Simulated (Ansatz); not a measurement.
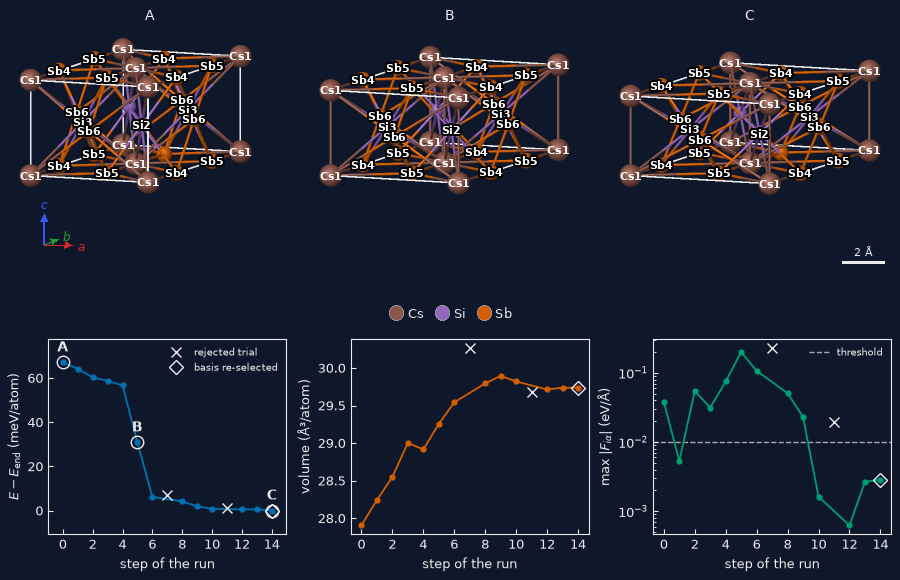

Frames of a relaxation of solid CsSi$_{2}$Sb$_{3}$ (built on the LaAl2Cu3-65 type type), marked on the history of the run. Style: ball-and-stick. Shown: the conventional cell (2 times the calculation's cell), slightly off an axis. Lengths and directions refer to the drawn axes.

Level of theory: DFT, r2SCAN+rVV10, plane waves, PAW in Ansatz.

Input file:
```yaml
crystal:
  lattice:
    - [3.0877489698, -5.7969631469, 0.0]
    - [3.0877489698, 5.7969631469, 0.0]
    - [0.0, 0.0, 4.6768741414]
  atoms:
    - { symbol: Cs, position: [0.0, 0.0, 0.0] }
    - { symbol: Si, position: [0.5, 0.0, 0.5] }
    - { symbol: Si, position: [0.0, 0.5, 0.5] }
    - { symbol: Sb, position: [0.6900713249, 0.3099286751, 0.0] }
    - { symbol: Sb, position: [0.3099286751, 0.6900713249, 0.0] }
    - { symbol: Sb, position: [0.5, 0.5, 0.5] }
kpoints:
  mp_grid: { grid: [4, 4, 6] }
hamiltonian:
  xc: r2scan
  dispersion: rvv10
scf:
  occupations: { method: fermi_dirac, width: 0.03 }
relax:
  f_tol: 0.01
  cell: {}
  max_steps: 120
```

Command:
```bash
ansatz run input.yaml --threads 2 --pin off --max-ram 2211MiB --backend cpu --events-out ev --progress --plain --runs-dir out
```

> Describe the path.

The largest moves relative to the cell, 0.006 Å, are those of Sb4 and Sb5. Sb4 goes along −b. Si and Cs stay in place. The volume changes by +6.6 %, with a 6.175 → 7.311 Å (+18.4 %), b 11.594 → 12.516 Å (+8.0 %), c 4.677 → 3.899 Å (−16.6 %). Some distances before and after: Cs1–Cs1 4.677 → 3.899 Å, Cs1–Sb4 3.793 → 4.365 Å, Si2–Si3 3.088 → 3.656 Å, Cs1–Sb4 (another image) 3.593 → 3.873 Å. The space group stays Cmmm (No. 65). After 11 accepted moves (14 points after the start) the energy has fallen by 67.0 meV per atom. Largest force component: 0.038 eV/Å at the start, 0.0028 eV/Å at the end. Pressure: 0.48 GPa at the start and 0.01 GPa at the end. The line search rejected the trial steps at points 7, 11 of the run. The SCF was repeated once at an unchanged geometry on a basis and grid sized afresh for the cell, which shifted the energy by 0.6 meV per atom at most. The run took 5.4 min on 2 threads of Arm Neoverse V1 (shared host), peak memory 1.2 GiB. From step 0 to 5: Sb atoms move most (0.17 Å), volume +4.8 %, energy −36.2 meV per atom. From step 5 to 14: Sb atoms move most (0.17 Å), volume +1.6 %, energy −30.8 meV per atom.

```tsv
step	E − E(0), meV/atom	largest force component, eV/Å	pressure, GPa	volume, Å³/atom	note
0	0.00	0.0381	0.48	27.905	
1	-2.88	0.0053	0.07	28.242	
2	-6.75	0.0546	-0.05	28.550	
3	-8.32	0.0314	-0.43	29.003	
4	-10.37	0.0752	0.04	28.916	
5	-36.20	0.1999	0.28	29.255	
6	-60.80	0.1069	0.38	29.542	
7	-59.91	0.2317	-0.64	30.271	rejected
8	-62.80	0.0509	0.00	29.794	
9	-65.12	0.0230	-0.15	29.895	
10	-66.20	0.0016	-0.10	29.821	
11	-65.77	0.0198	0.05	29.685	rejected
12	-66.45	0.0006	0.03	29.714	
13	-66.45	0.0027	-0.01	29.737	
14	-67.03	0.0028	0.01	29.737	same geometry, new basis
```
